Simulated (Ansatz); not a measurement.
**H$_{6}$O$_{4}$SiTi: density, localisation and related maps**

```xyz
12

O    -1.1370   -1.3921    2.9609
O    -1.8268   -2.5152    0.3796
O     0.9000   -1.6935    0.9202
O    -1.1866    0.3310    0.5973
Si   -1.5551    1.8354    0.0221
Ti   -0.8137   -1.3118    1.2124
H    -0.5453   -1.5262    3.7064
H    -2.5161   -3.0975    0.7111
H     1.3121   -2.3611    0.3648
H    -2.2720    1.7294   -1.2857
H    -0.3070    2.6334   -0.1786
H    -2.4334    2.5598    0.9911
```

Geometry: PBE0-D4/def2-SVP.

The calculation used Ansatz 0.2.0, isolated molecule in a Gaussian basis; Kohn-Sham density functional theory, functional PBE0.

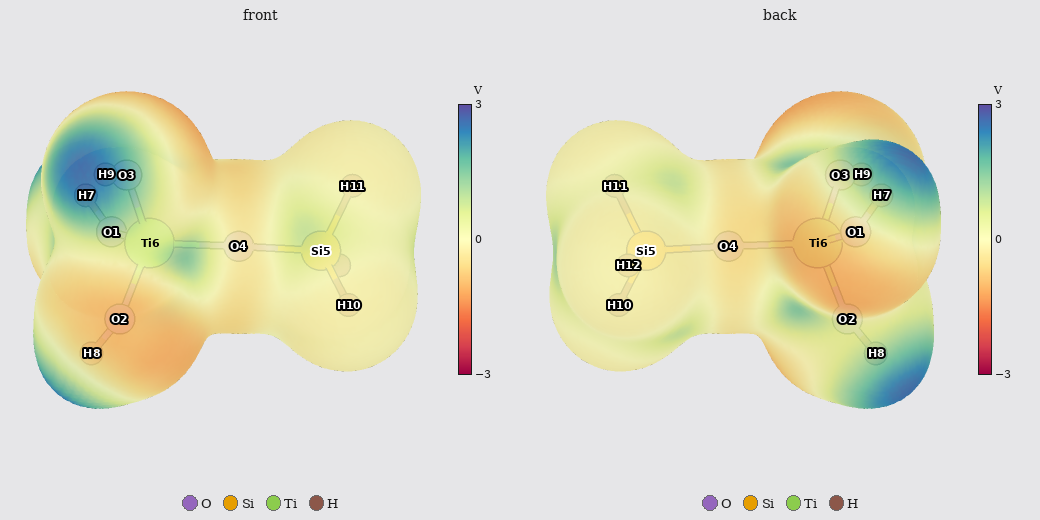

Figure 1. The molecular electrostatic potential painted on the density surface at 0.002 e/bohr³, seen from the front and from behind; red is negative and blue positive.

**Describe the electrostatic potential map.**

The most negative region (about −1.2 V) lies over O1, O2 and O3, the most positive (about +2.6 V) over H7, H8 and H9.

**How polar is the molecule by this calculation?**

Its dipole moment is 2.08 D.

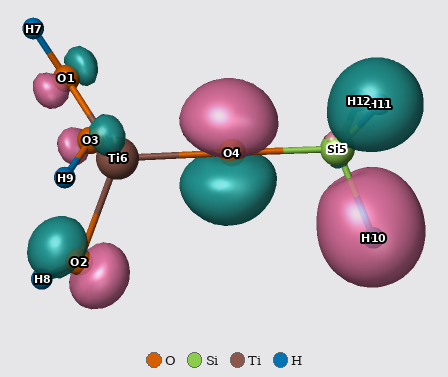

Figure 2. The HOMO at ±0.15 Å⁻³ᐟ² (teal and pink are the two phases), seen at a tilt.

**Where does this orbital lie, and at what energy?**

Its weight (Hirshfeld) is mainly on O4 (about 35 %), Si5 (about 20 %), H10 (about 15 %) and H11 (about 10 %). It is one of a degenerate set, so its orientation is arbitrary. Its energy is −8.55 eV.

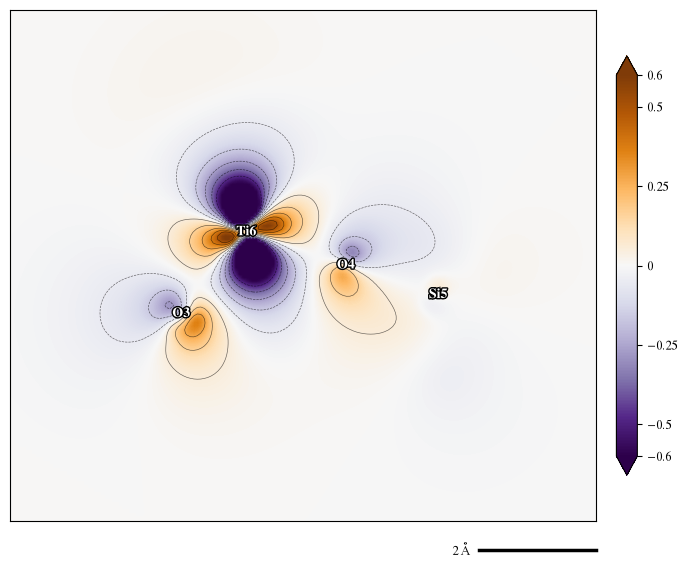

Figure 3. The LUMO on the plane of atoms O3, Ti6 and O4 (values in Å⁻³ᐟ²; the overall sign is arbitrary).

**Where does this orbital lie, and at what energy?**

It lies mainly on Ti6 (about 75 %). It is one of a degenerate set, so its orientation is arbitrary. Its energy is −1.31 eV.
